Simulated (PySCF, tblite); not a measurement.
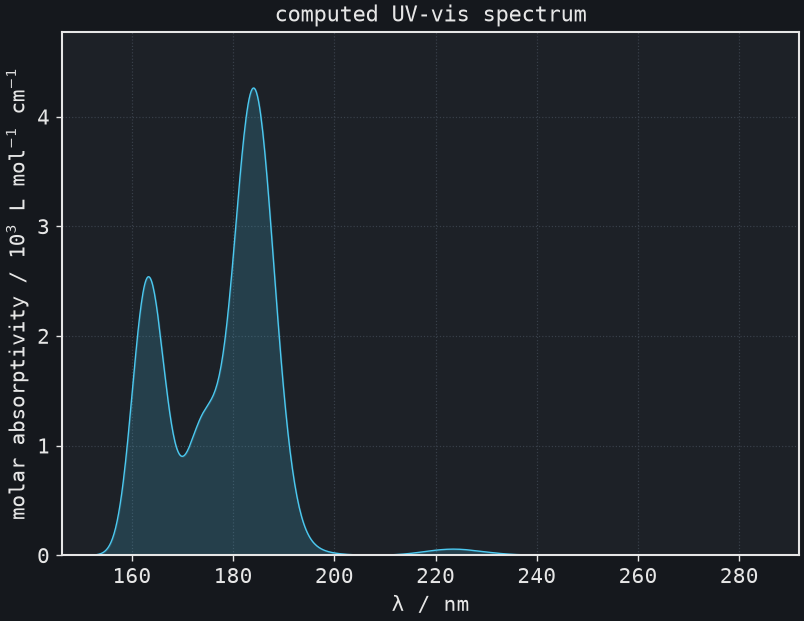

Vertical TDDFT excitations, CAM-B3LYP/def2-SVPD in PySCF, at a GFN2-xTB geometry (a minimum by its frequencies), gas phase. The lowest 8 singlet states are shown; each is broadened by a Gaussian of 1/e half-width 0.20 eV.

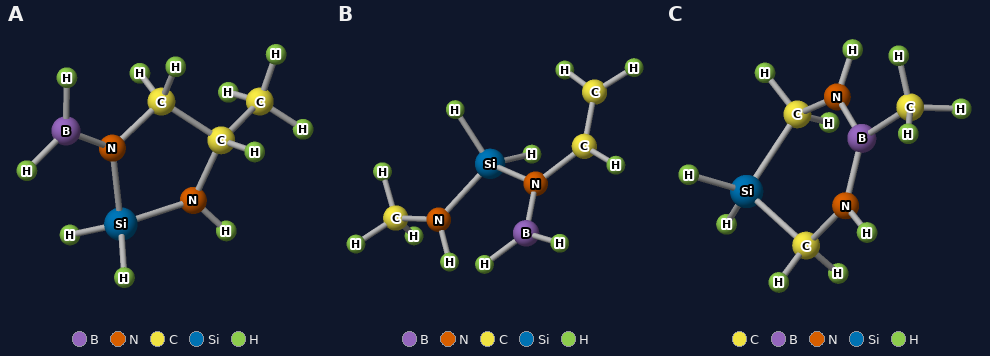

Question: Which molecule gives this spectrum? Choose among the lettered structures.

Answer: Structure C, C₃H₁₁BN₂Si, SMILES CB1NC[SiH2]CN1. Its lowest singlet lies at 5.55 eV (f = 0.001) and the brightest of those computed is S3 at 6.72 eV (185 nm), f = 0.041, mixed, the largest part being HOMO → LUMO+4 (50 %).

Note: the tight-binding geometry is rougher than a DFT one and adds to the error; one conformer of a flexible molecule; core orbitals are frozen in the response.
